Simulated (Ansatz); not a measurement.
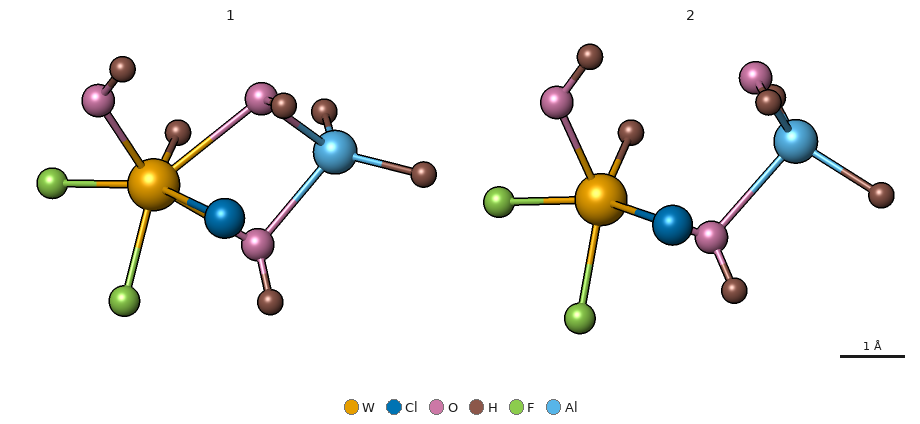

Two geometries of WAlH₆O₃ClF₂, drawn at one scale. One is the start of a relaxation, the other its converged end. A ball-and-stick model, seen at a tilt.

Theory: RKS PBE/def2-SVP (Ansatz). Settings: no spin polarisation; force threshold 0.03 eV/Å; at most 50 steps.

Question: Which geometry has the lower energy?

Answer: Structure 1 is the relaxed one. The run prepares an end point of a later path (reaction) calculation, from a guessed geometry. Over 12 accepted moves (13 points after the start) the energy falls by 75.3 kJ/mol. The largest force component goes from 0.82 to 0.021 eV/Å. The line search rejected the trial step at point 8 of the run. The atom that moves furthest after the best rigid fit is an O atom (0.67 Å). Largest moves by element: O 0.67 Å, H 0.57 Å, F 0.36 Å, W 0.31 Å, Cl 0.23 Å, Al 0.21 Å. Among the contacts that change: O–W 3.116 → 2.172 Å, H–W 3.298 → 2.613 Å, Al–O 2.015 → 1.907 Å, O–W 2.006 → 2.094 Å. New bonds form, among them: O–W (3.12 → 2.17 Å). Bond angles that change, for instance: O–W–O 137.8° → 155.8°, H–W–O 85.3° → 102.6°, O–W–F 137.6° → 122.4°. Groups turn about O–W by about 20°, Al–O by about 20°.
